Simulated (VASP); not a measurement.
# GePt under strain, part 3 of 4

Aim: follow the pressure of GePt through compression, expansion and shear. All runs use LDA. Left out of this account: 1 further run (fields: a reference on another mesh). The start is a cell from a database of measured crystal structures.

VASP 6.6.1; LDA; plane waves and PAW (Ge_d, Pt).

Still holding for the runs below: Spin-orbit coupling is off here; with elements this heavy it splits and shifts levels by tenths of an eV or more.

So far, pressure (GPa): step 2 (bands, cell as listed) -2.23; step 3 (cell volume +4.0 %) -8.68; step 4 (cell volume +8.0 %) -13.6.

## (5) Bands, sheared, principal strains -2.3, -0.2, +2.6 %

The cell is sheared at fixed volume, which lowers its symmetry.

File INCAR:

```
SYSTEM = GePt
PREC = Accurate
ENCUT = 410
EDIFF = 1E-06
NELM = 100
ISMEAR = -1
SIGMA = 0.05
LREAL = .FALSE.
ALGO = Normal
GGA = CA
NBANDS = 71
LASPH = .TRUE.
LORBIT = 11
LWAVE = .FALSE.
LCHARG = .FALSE.
KPAR = 8
```

File POSCAR:

```
GePt
1.0
    5.6646850000      0.0244040000     -0.0557450000
    0.0157750000      3.7281290000      0.0768100000
   -0.0593030000      0.1264030000      6.0943570000
Ge Pt
4 4
Direct
    0.1850000000      0.2500000000      0.5900000000
    0.3150000000      0.7500000000      0.0900000000
    0.6850000000      0.2500000000      0.9100000000
    0.8150000000      0.7500000000      0.4100000000
    0.9995000000      0.2500000000      0.1908000000
    0.5005000000      0.7500000000      0.6908000000
    0.4995000000      0.2500000000      0.3092000000
    0.0005000000      0.7500000000      0.8092000000
```

File KPOINTS:

```
Automatic mesh
0
Gamma
5 8 5
0 0 0
```

File KPOINTS_OPT:

```
Line mode
12
Line-mode
Reciprocal
  0.00000000  -0.50000000   0.00000000 X
  0.00000000   0.00000000   0.00000000 GAMMA

  0.00000000   0.00000000   0.00000000 GAMMA
 -0.50000000   0.00000000   0.00000000 Y

 -0.50000000  -0.50000000   0.00000000 L
  0.00000000   0.00000000   0.00000000 GAMMA

  0.00000000   0.00000000   0.00000000 GAMMA
  0.50000000   0.00000000  -0.50000000 Z

  0.50000000  -0.50000000  -0.50000000 N
  0.00000000   0.00000000   0.00000000 GAMMA

  0.00000000   0.00000000   0.00000000 GAMMA
  0.00000000   0.00000000  -0.50000000 M

  0.00000000  -0.50000000  -0.50000000 R
  0.00000000   0.00000000   0.00000000 GAMMA
```

Potentials, in the order of the species: Ge_d and Pt (LDA family, release 64).

Launch:

```
> mpirun -np 8 vasp_std
```

What it wrote:

```text
[... set-up lines as in an earlier step ...]
 entering main loop
       N       E                     dE             d eps       ncg     rms          rms(c)
DAV:   1     0.106547337520E+04    0.10655E+04   -0.33266E+04 20550   0.301E+03
DAV:   2     0.143551967393E+03   -0.92192E+03   -0.84189E+03 14358   0.863E+02
DAV:   3    -0.446100120371E+02   -0.18816E+03   -0.17878E+03 15232   0.191E+02
DAV:   4    -0.566040477112E+02   -0.11994E+02   -0.11850E+02 16644   0.566E+01
DAV:   5    -0.568918033962E+02   -0.28776E+00   -0.28760E+00 15928   0.927E+00    0.224E+01
DAV:   6    -0.550558873758E+02    0.18359E+01   -0.46216E+00 17327   0.104E+01    0.104E+01
DAV:   7    -0.547988300356E+02    0.25706E+00   -0.40624E-01 19626   0.581E+00    0.537E+00
DAV:   8    -0.547273010731E+02    0.71529E-01   -0.12667E-01 17644   0.169E+00    0.601E-01
DAV:   9    -0.547256815580E+02    0.16195E-02   -0.10340E-02 19578   0.896E-01    0.324E-01
DAV:  10    -0.547251909725E+02    0.49059E-03   -0.24680E-03 19754   0.475E-01    0.917E-02
DAV:  11    -0.547251596350E+02    0.31338E-04   -0.29508E-04 16720   0.206E-01    0.375E-02
DAV:  12    -0.547251500641E+02    0.95709E-05   -0.37986E-05 18728   0.677E-02    0.160E-02
DAV:  13    -0.547251502135E+02   -0.14935E-06   -0.14761E-05 16681   0.458E-02    0.407E-03
DAV:  14    -0.547251501826E+02    0.30850E-07   -0.20257E-06 12348   0.273E-02
   1 F= -.54725150E+02 E0= -.54716180E+02  d E =-.179396E-01
 Start KPOINTS_OPT (optional k-point list driver)
k-point batch [1-84\84]
       N       E                     dE             ncg
DAV:   1     0.670279025630E+05   -0.30016E+05    17256
DAV:   2    -0.108304110307E+05   -0.77858E+05    11928
DAV:   3    -0.264265510655E+05   -0.15596E+05    12637
DAV:   4    -0.274053113601E+05   -0.97876E+03    13827
DAV:   5    -0.274297065757E+05   -0.24395E+02    13325
DAV:   6    -0.274307448167E+05   -0.10382E+01    15151
DAV:   7    -0.274307831010E+05   -0.38284E-01    14036
DAV:   8    -0.274307852267E+05   -0.21257E-02    15416
DAV:   9    -0.274307853304E+05   -0.10373E-03    10767
DAV:  10    -0.274307853357E+05   -0.52874E-05     8403
DAV:  11    -0.274307853365E+05   -0.81887E-06     7681
```

It took 57 s on 8 MPI ranks of Intel Xeon 6975P-C (Granite Rapids), shared host; peak memory 6.6 GiB.

From OUTCAR (step 5):

```text
   k-points           NKPTS =    101   k-points in BZ     NKDIM =    101   number of bands    NBANDS=     71

   ENCUT  =  410.0 eV  30.13 Ry    5.49 a.u.   9.35  6.16 10.06*2*pi/ulx,y,z

   NELECT =      96.0000    total number of electrons

 E-fermi :   9.6066

 k-point     1 :       0.0000    0.0000    0.0000
  band No.  band energies     occupation
    ...
     44       6.9415      2.00000
     45       7.1817      2.00000
     46       7.9936      2.00000
     47       8.2622      2.00000
     48       8.7495      2.00000
     49      10.3226      0.00000
     50      10.6021      0.00000
     51      12.4038      0.00000
     52      12.9172      0.00000
     53      13.1004      0.00000
    ...

  Total       -0.7620154     -1.5945327     -1.7922822     -0.5679036     -3.1644802      1.5441136
  in kB       -9.4910799    -19.8602777    -22.3232940     -7.0733720    -39.4143420     19.2322969
  external PRESSURE =     -17.2248839 kB  Pullay stress =       0.0000000 kB

 POSITION                                       TOTAL-FORCE (eV/Angst)
 -----------------------------------------------------------------------------------
      1.01692      1.01112      3.60456         0.077996      0.214856     -0.036660
      1.79087      2.81516      0.58854         0.019535      0.294128     -0.007721
      3.83029      1.06378      5.52688        -0.019535     -0.294128      0.007721
      4.60424      2.86781      2.51086        -0.077996     -0.214856      0.036660
      5.65448      0.98054      1.12629         0.013012      0.053936      0.107761
      2.80604      2.89563      4.23969        -0.022515      0.106414     -0.035751
      2.81512      0.98331      1.87573         0.022515     -0.106414      0.035751
     -0.03332      2.89839      4.98913        -0.013012     -0.053936     -0.107761
 -----------------------------------------------------------------------------------
    total drift:                                0.000000     -0.000000      0.000000

  FREE ENERGIE OF THE ION-ELECTRON SYSTEM (eV)
  ---------------------------------------------------
  free  energy   TOTEN  =       -54.7251501826 eV

  energy  without entropy=      -54.7072105475  energy(sigma->0) =      -54.71618037

[... 15 further parts left out ...]
```

The path and its labels are those of the sheared lattice, so a letter need not mean the same point as in the unstrained cell.

Numbers from this step:

```yaml
electronic_steps: 14
irreducible_k_points: 101
symmetry_operations: 2
free_energy_toten: -54.7252 eV
energy_at_zero_smearing: -54.7162 eV
fermi_energy: 9.607 eV
pressure: -1.722 GPa
```

The electronic bands at the labelled points (eV, zero at the Fermi level; # counts the bands kept):

| point | #22 | #23 | #24 | #25 | #26 | #27 | #28 | #29 |
| --- | --- | --- | --- | --- | --- | --- | --- | --- |
| X | -2.51 | -2.48 | -1.60 | -1.57 | -0.12 | -0.10 | 2.00 | 2.02 |
| Γ | -2.42 | -1.61 | -1.34 | -0.86 | 0.72 | 1.00 | 2.80 | 3.31 |
| Y | -2.42 | -2.41 | 0.11 | 0.16 | 1.26 | 1.27 | 2.26 | 2.31 |
| jump to L | -2.03 | -1.95 | -1.86 | -1.72 | 0.38 | 0.44 | 0.78 | 0.82 |
| Γ | -2.42 | -1.61 | -1.34 | -0.86 | 0.72 | 1.00 | 2.80 | 3.31 |
| Z | -1.45 | -1.30 | 0.75 | 0.87 | 1.84 | 1.87 | 2.51 | 2.57 |
| jump to N | -2.51 | -2.51 | -2.41 | -2.39 | 2.27 | 2.32 | 2.53 | 2.67 |
| Γ | -2.42 | -1.61 | -1.34 | -0.86 | 0.72 | 1.00 | 2.80 | 3.31 |
| M | -1.79 | -1.77 | 0.04 | 0.06 | 0.95 | 0.99 | 1.84 | 1.93 |
| jump to R | -2.56 | -2.44 | -2.16 | -2.01 | 0.63 | 0.63 | 1.05 | 1.10 |
| Γ | -2.42 | -1.61 | -1.34 | -0.86 | 0.72 | 1.00 | 2.80 | 3.31 |

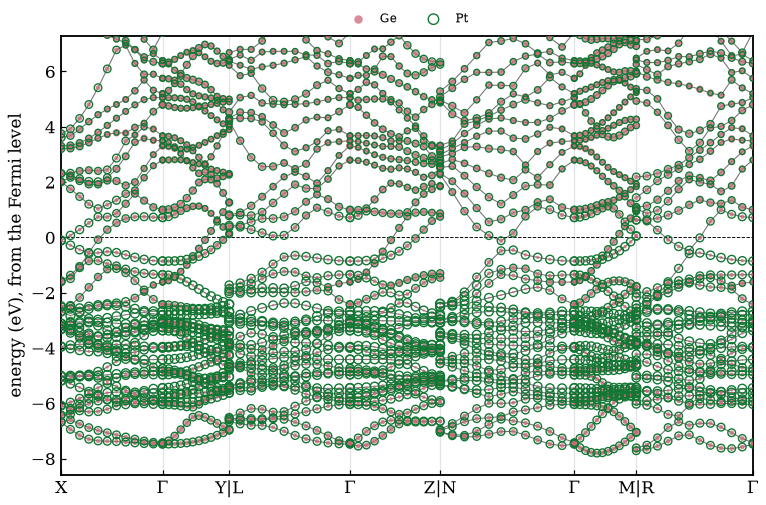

Electronic bands along the path; dots are coloured as in the legend, and their area grows with the weight.

Force by atom:

| atom | x (eV/Å) | y (eV/Å) | z (eV/Å) | size |
| --- | --- | --- | --- | --- |
| Ge1 | 0.078 | 0.215 | -0.037 | 0.231 |
| Ge2 | 0.020 | 0.294 | -0.008 | 0.295 |
| Ge3 | -0.020 | -0.294 | 0.008 | 0.295 |
| Ge4 | -0.078 | -0.215 | 0.037 | 0.231 |
| Pt5 | 0.013 | 0.054 | 0.108 | 0.121 |
| Pt6 | -0.023 | 0.106 | -0.036 | 0.114 |
| Pt7 | 0.023 | -0.106 | 0.036 | 0.114 |
| Pt8 | -0.013 | -0.054 | -0.108 | 0.121 |

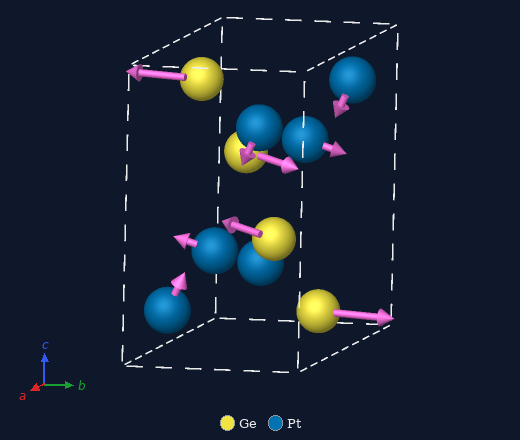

Force as arrows, the longest 0.295 eV/Å. Some periodic images of atoms are drawn too.

 The pressure is -1.72 GPa, and the symmetry operations fall from 8 to 2.

## (6) Bands, volume times 0.96

The cell is compressed evenly, with fractional positions held.

INCAR is that of step 5.

Changes to POSCAR since step 5:

```diff
@@ -2,5 +2,5 @@
 1.0
-    5.6646850000      0.0244040000     -0.0557450000
-    0.0157750000      3.7281290000      0.0768100000
-   -0.0593030000      0.1264030000      6.0943570000
+    5.6417067412      0.0000000000      0.0000000000
+    0.0000000000      3.6470344155      0.0000000000
+    0.0000000000      0.0000000000      6.0017737041
 Ge Pt
```

KPOINTS is that of step 5.

File KPOINTS_OPT:

```
Line mode
12
Line-mode
Reciprocal
  0.00000000   0.00000000   0.00000000 GAMMA
  0.00000000  -0.50000000   0.00000000 X

  0.00000000  -0.50000000   0.00000000 X
 -0.50000000  -0.50000000   0.00000000 S

 -0.50000000  -0.50000000   0.00000000 S
 -0.50000000   0.00000000   0.00000000 Y

 -0.50000000   0.00000000   0.00000000 Y
  0.00000000   0.00000000   0.00000000 GAMMA

  0.00000000   0.00000000   0.00000000 GAMMA
  0.00000000   0.00000000  -0.50000000 Z

  0.00000000   0.00000000  -0.50000000 Z
  0.00000000  -0.50000000  -0.50000000 U

  0.00000000  -0.50000000  -0.50000000 U
 -0.50000000  -0.50000000  -0.50000000 R

 -0.50000000  -0.50000000  -0.50000000 R
 -0.50000000   0.00000000  -0.50000000 T

 -0.50000000   0.00000000  -0.50000000 T
  0.00000000   0.00000000  -0.50000000 Z

 -0.50000000   0.00000000   0.00000000 Y
 -0.50000000   0.00000000  -0.50000000 T

  0.00000000  -0.50000000  -0.50000000 U
  0.00000000  -0.50000000   0.00000000 X

 -0.50000000  -0.50000000   0.00000000 S
 -0.50000000  -0.50000000  -0.50000000 R
```

Launch:

```
> mpirun -np 8 vasp_std
```

What it wrote:

```text
[... set-up lines as in an earlier step ...]
 entering main loop
       N       E                     dE             d eps       ncg     rms          rms(c)
DAV:   1     0.106242452620E+04    0.10624E+04   -0.32812E+04  9217   0.304E+03
DAV:   2     0.141902915699E+03   -0.92052E+03   -0.83947E+03  6390   0.859E+02
DAV:   3    -0.450219579933E+02   -0.18692E+03   -0.17774E+03  6759   0.192E+02
DAV:   4    -0.566965311925E+02   -0.11675E+02   -0.11541E+02  7372   0.562E+01
DAV:   5    -0.569719597068E+02   -0.27543E+00   -0.27529E+00  7150   0.899E+00    0.248E+01
DAV:   6    -0.550769926693E+02    0.18950E+01   -0.44080E+00  7763   0.104E+01    0.115E+01
DAV:   7    -0.548154514093E+02    0.26154E+00   -0.37121E-01  8761   0.581E+00    0.568E+00
DAV:   8    -0.547458983852E+02    0.69553E-01   -0.11653E-01  7871   0.156E+00    0.555E-01
DAV:   9    -0.547443977051E+02    0.15007E-02   -0.10342E-02  8753   0.911E-01    0.303E-01
DAV:  10    -0.547440158340E+02    0.38187E-03   -0.20482E-03  8903   0.335E-01    0.726E-02
DAV:  11    -0.547440014490E+02    0.14385E-04   -0.12464E-04  7089   0.830E-02    0.249E-02
DAV:  12    -0.547440008298E+02    0.61922E-06   -0.10615E-05  8653   0.269E-02    0.450E-03
DAV:  13    -0.547440006837E+02    0.14607E-06   -0.12596E-06  4915   0.980E-03
   1 F= -.54744001E+02 E0= -.54736271E+02  d E =-.154602E-01
 Start KPOINTS_OPT (optional k-point list driver)
k-point batch [1-45\144]
       N       E                     dE             ncg
DAV:   1     0.362594462544E+05   -0.42240E+05     9246
DAV:   2    -0.540798685987E+04   -0.41667E+05     6390
DAV:   3    -0.137422126768E+05   -0.83342E+04     6738
DAV:   4    -0.142571125722E+05   -0.51490E+03     7366
DAV:   5    -0.142700609601E+05   -0.12948E+02     7115
DAV:   6    -0.142706166858E+05   -0.55573E+00     7955
DAV:   7    -0.142706405377E+05   -0.23852E-01     7578
DAV:   8    -0.142706418567E+05   -0.13189E-02     8118
DAV:   9    -0.142706419227E+05   -0.66006E-04     5831
DAV:  10    -0.142706419263E+05   -0.36017E-05     4487
DAV:  11    -0.142706419267E+05   -0.47579E-06     4091
[...]
k-point batch [136-144\144]
       N       E                     dE             ncg
DAV:   1     0.767308148053E+05   -0.18839E+05     1835
DAV:   2     0.683917294659E+05   -0.83391E+04     1278
DAV:   3     0.667172075142E+05   -0.16745E+04     1360
DAV:   4     0.666165465144E+05   -0.10066E+03     1421
DAV:   5     0.666139831293E+05   -0.25634E+01     1429
DAV:   6     0.666138778036E+05   -0.10533E+00     1537
DAV:   7     0.666138728280E+05   -0.49756E-02     1533
DAV:   8     0.666138725777E+05   -0.25030E-03     1589
DAV:   9     0.666138725685E+05   -0.92247E-05     1053
DAV:  10     0.666138725680E+05   -0.49453E-06      864
```

The job ended after 46 s (8 MPI ranks; peak memory 3.7 GiB).

OUTCAR, selected parts (step 6):

```text
   ENCUT  =  410.0 eV  30.13 Ry    5.49 a.u.   9.31  6.02  9.91*2*pi/ulx,y,z

   NELECT =      96.0000    total number of electrons

 E-fermi :  10.3408

 k-point     1 :       0.0000    0.0000    0.0000
  band No.  band energies     occupation
    ...
     44       7.4536      2.00000
     45       7.6789      2.00000
     46       8.6518      2.00000
     47       8.8298      2.00000
     48       9.2708      2.00000
     49      10.9917      0.00000
     50      11.4234      0.00000
     51      13.3653      0.00000
     52      13.5577      0.00000
     53      13.7721      0.00000
    ...

  Total        4.7295183      5.1588795      4.1783520     -0.0000000      0.0000000      0.0000000
  in kB       61.3617174     66.9323354     54.2107753     -0.0000000      0.0000000      0.0000000
  external PRESSURE =      60.8349427 kB  Pullay stress =       0.0000000 kB

 POSITION                                       TOTAL-FORCE (eV/Angst)
 -----------------------------------------------------------------------------------
      1.04372      0.91176      3.54105        -0.045267      0.000000     -0.081735
      1.77714      2.73528      0.54016         0.045267      0.000000     -0.081735
      3.86457      0.91176      5.46161        -0.045267     -0.000000      0.081735
      4.59799      2.73528      2.46073         0.045267      0.000000      0.081735
      5.63889      0.91176      1.14514         0.129645     -0.000000     -0.080831
      2.82367      2.73528      4.14603        -0.129645     -0.000000     -0.080831
      2.81803      0.91176      1.85575         0.129645     -0.000000      0.080831
      0.00282      2.73528      4.85664        -0.129645     -0.000000      0.080831
 -----------------------------------------------------------------------------------
    total drift:                                0.000000     -0.000000      0.000000

  FREE ENERGIE OF THE ION-ELECTRON SYSTEM (eV)
  ---------------------------------------------------
  free  energy   TOTEN  =       -54.7440006837 eV

  energy  without entropy=      -54.7285405050  energy(sigma->0) =      -54.73627059

[... 5 parts as in an earlier step ...]

[... 11 further parts left out ...]
```

Numbers from this step:

```
electronic steps        : 13
irreducible k points    : 45
symmetry operations     : 8
free energy (TOTEN)     : -54.7440 eV
energy at zero smearing : -54.7363 eV
Fermi energy            : 10.34 eV
pressure                : 6.083 GPa
```

The electronic bands at the labelled points (eV, zero at the Fermi level; # counts the bands kept):

| point | #21 | #22 | #23 | #24 | #25 | #26 | #27 | #28 |
| --- | --- | --- | --- | --- | --- | --- | --- | --- |
| Γ | -2.66 | -1.69 | -1.51 | -1.07 | 0.65 | 1.08 | 3.02 | 3.22 |
| X | -2.73 | -2.73 | -1.79 | -1.79 | -0.15 | -0.15 | 2.16 | 2.16 |
| S | -2.06 | -2.06 | -2.06 | -2.06 | 0.68 | 0.68 | 0.68 | 0.68 |
| Y | -2.65 | -2.65 | 0.04 | 0.04 | 1.26 | 1.26 | 2.33 | 2.33 |
| Γ | -2.66 | -1.69 | -1.51 | -1.07 | 0.65 | 1.08 | 3.02 | 3.22 |
| Z | -2.00 | -2.00 | 0.00 | 0.00 | 1.02 | 1.02 | 1.96 | 1.96 |
| U | -2.69 | -2.69 | -2.31 | -2.31 | 0.50 | 0.50 | 1.22 | 1.22 |
| R | -2.64 | -2.64 | -2.64 | -2.64 | 2.56 | 2.56 | 2.56 | 2.56 |
| T | -1.48 | -1.48 | 0.69 | 0.69 | 1.90 | 1.90 | 2.64 | 2.64 |
| Z | -2.00 | -2.00 | 0.00 | 0.00 | 1.02 | 1.02 | 1.96 | 1.96 |
| jump to Y | -2.65 | -2.65 | 0.04 | 0.04 | 1.26 | 1.26 | 2.33 | 2.33 |
| T | -1.48 | -1.48 | 0.69 | 0.69 | 1.90 | 1.90 | 2.64 | 2.64 |
| jump to U | -2.69 | -2.69 | -2.31 | -2.31 | 0.50 | 0.50 | 1.22 | 1.22 |
| X | -2.73 | -2.73 | -1.79 | -1.79 | -0.15 | -0.15 | 2.16 | 2.16 |
| jump to S | -2.06 | -2.06 | -2.06 | -2.06 | 0.68 | 0.68 | 0.68 | 0.68 |
| R | -2.64 | -2.64 | -2.64 | -2.64 | 2.56 | 2.56 | 2.56 | 2.56 |

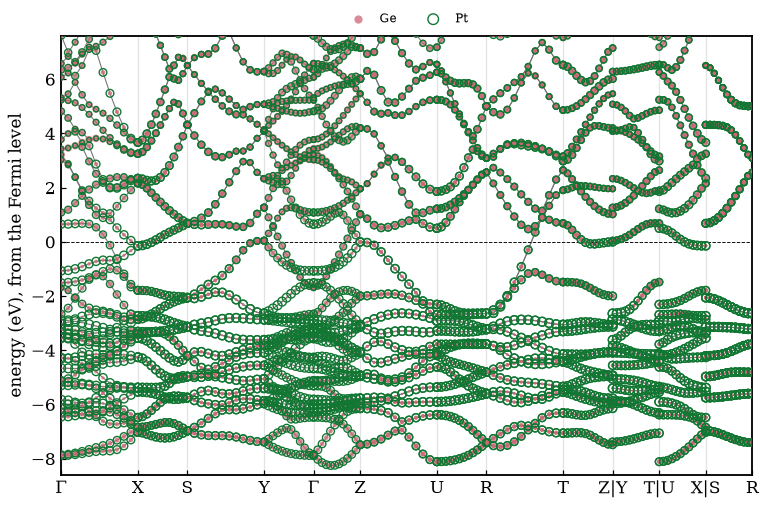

Electronic bands along the path; dots are coloured as in the legend, and their area grows with the weight.

Force by atom:

| atom | x (eV/Å) | y (eV/Å) | z (eV/Å) | size |
| --- | --- | --- | --- | --- |
| Ge1 | -0.045 | 0.000 | -0.082 | 0.093 |
| Ge2 | 0.045 | 0.000 | -0.082 | 0.093 |
| Ge3 | -0.045 | 0.000 | 0.082 | 0.093 |
| Ge4 | 0.045 | 0.000 | 0.082 | 0.093 |
| Pt5 | 0.130 | 0.000 | -0.081 | 0.153 |
| Pt6 | -0.130 | 0.000 | -0.081 | 0.153 |
| Pt7 | 0.130 | 0.000 | 0.081 | 0.153 |
| Pt8 | -0.130 | 0.000 | 0.081 | 0.153 |

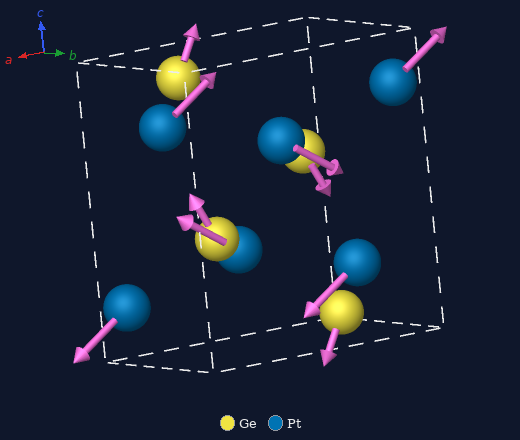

Force as arrows, the longest 0.153 eV/Å. Some periodic images of atoms are drawn too.

 The pressure is 6.08 GPa.

[end of part 3 of 4]

[Lines on the potential files, build, host, timing and source positions are cut from VASP's logs without a mark.]

[Logs are printed without paths, hosts, clocks, repeated set-up lines and the standing remarks that a program may print on its own settings, such as how far it seeks lower states.]

[Hosts, paths, dates, database ids (printed as entryN), source tags and the programs' standing remarks are cut or masked in the printed files.]

[A measured line is paired with the nearest computed mode of its activity, which favours agreement.]

[Band numbers marked # count the bands kept; VASP's own numbers are higher by 23 or 24.]
